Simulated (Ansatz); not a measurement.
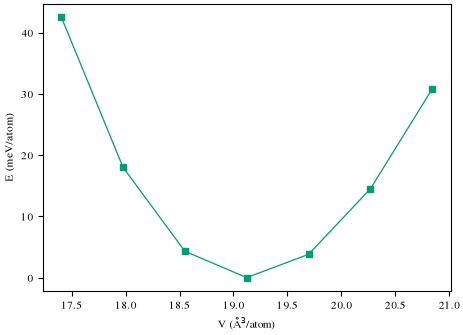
BiB in space group P-6m2 (No. 187; B on 1a, Bi on 1f) under volume change, r²SCAN (plane waves, PAW; program Ansatz), shape and atoms relaxed at each volume.

Task: What does a third-order Birch–Murnaghan fit give for V₀, B₀ and B′?

Result: V₀ = 19.13 Å³/atom, B₀ = 74.3 GPa, B′ = 4.3.

The cell is a constructed one: a structure type filled with these elements; neither database checked (COD, Materials Project) lists it. Whether it is the stable phase at ambient conditions was not checked. Symmetry was held in the r²SCAN relaxation. At this level the phase is dynamically unstable (imaginary phonons). Scalar-relativistic: spin–orbit coupling is off unless named, which matters more the heavier the elements.

Potentials: the later of the program's two PAW sets.
